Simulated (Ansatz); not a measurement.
```json
{"atom": "C", "x (Å)": "-2.2096", "y (Å)": "-0.7881", "z (Å)": "0.8721"}
{"atom": "Br", "x (Å)": "-2.0631", "y (Å)": "1.2345", "z (Å)": "0.5416"}
{"atom": "Si", "x (Å)": "-1.8265", "y (Å)": "-0.5913", "z (Å)": "-0.9265"}
{"atom": "H", "x (Å)": "-3.2338", "y (Å)": "-0.9847", "z (Å)": "1.2157"}
{"atom": "H", "x (Å)": "-1.4254", "y (Å)": "-1.0540", "z (Å)": "1.5932"}
{"atom": "H", "x (Å)": "-2.9479", "y (Å)": "-0.6030", "z (Å)": "-1.8831"}
{"atom": "H", "x (Å)": "-0.4204", "y (Å)": "-0.6997", "z (Å)": "-1.3554"}
```

Geometry: r2SCAN-D4/def2-SVP.

The calculation used Ansatz, isolated molecule in a Gaussian basis; Kohn-Sham density functional theory, functional PBE0.

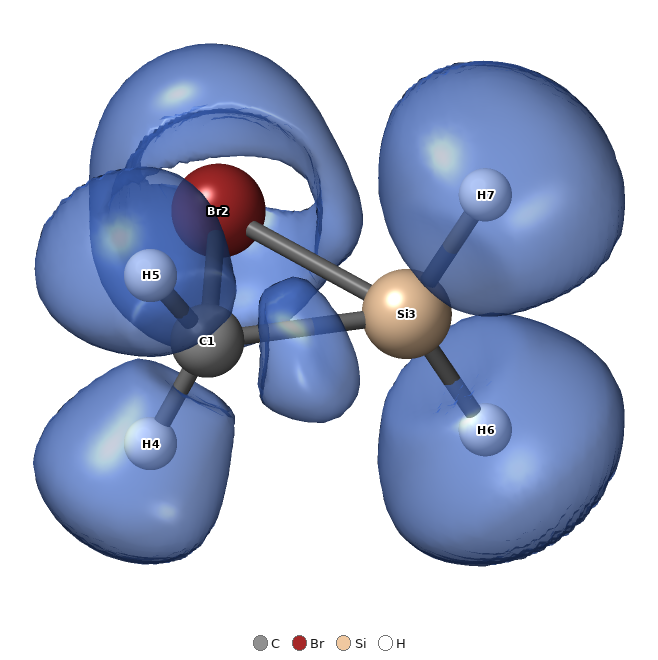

CH4BrSi (SMILES C1[SiH2][Br+]1) (charge +1). Isosurface of the electron localisation function at 0.8 (blue), seen at a tilt. Core shells and regions of very low density are left out.

Question: Identify the bonds, lone pairs and shells in this picture.

Answer: The ELF exceeds this value in one region between bonded C–Si atoms (shared pairs), four regions around hydrogen nuclei and one region wrapped around Br (its lone pairs, merged into a ring or cap).

Values along the shortest contacts:
C–Si (1.85 Å): the ELF peaks at about 0.95 between the atoms (a shared electron pair). C–Br (2.05 Å): the ELF peaks at about 0.75 between the atoms: a covalent bond.
